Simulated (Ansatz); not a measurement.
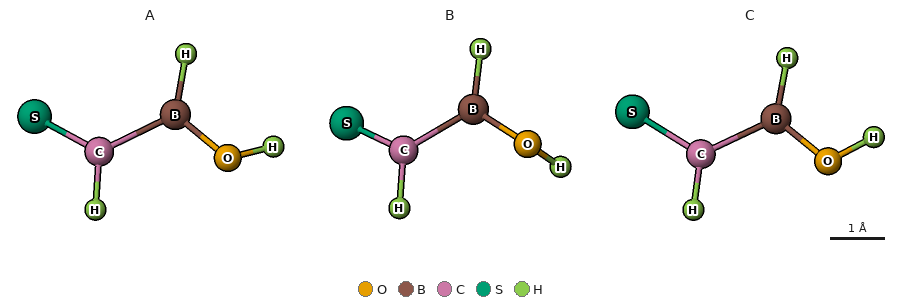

3 geometries from one relaxation of CH$_{3}$BOS, in shuffled order. Style: ball-and-stick. Shown at a tilt.

The run prepares an end point of a later path (torsion) calculation, from a guessed geometry.

Computed with RKS BLYP-D4/def2-mTZVP (Ansatz). (no spin polarisation; force threshold 0.015 eV/Å; at most 40 steps)

### Put them in the order of the run, from the start to the converged end.

B, A, C. They are steps 0, 3, 9, at +234.8 kJ/mol, +26.3 kJ/mol relative to the last. The largest move after the best rigid fit is that of an H atom, 0.77 Å. By element the largest moves are H 0.77 Å, O 0.45 Å, S 0.35 Å, B 0.22 Å, C 0.09 Å. Near-neighbour distances that change, for instance: C–S 1.408 → 1.651 Å, C–H 1.137 → 1.100 Å, B–O 1.404 → 1.369 Å, H–O 1.008 → 0.977 Å. Bond angles that change, for instance: B–O–H 107.8° → 113.4°, O–B–C 118.9° → 116.3°. Groups turn about B–O by about 90°. The energy falls by 234.8 kJ/mol in 9 geometry steps. The largest force component goes from 11 to 0.0053 eV/Å.
